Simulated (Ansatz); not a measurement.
Base system: Si in the diamond structure (space group Fd-3m, No. 227; a = 5.434 Å). Axes: x, y, z lie along the cube axes.

The change: uniaxial stress, 1 GPa compression along x, with the cell and atoms free to relax against it.

Level of theory: Ansatz (an electronic-structure program) PBEsol, spin-orbit coupling left out.

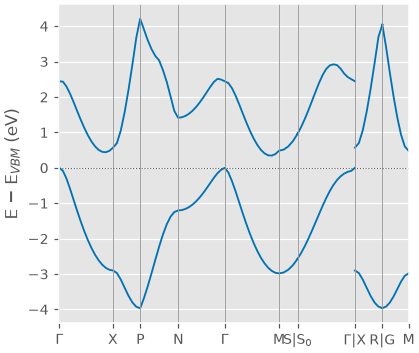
Highest valence and lowest conduction band along the path of the changed cell's own zone

The gap is 0.35 eV, indirect, Γ → Γ–M (87 % along); the base has 0.47 eV.

Load acts through the strain it causes; cell and atoms are relaxed under it. Stability under load was not tested beyond the relaxation. k-point labels follow each cell's own Brillouin zone.
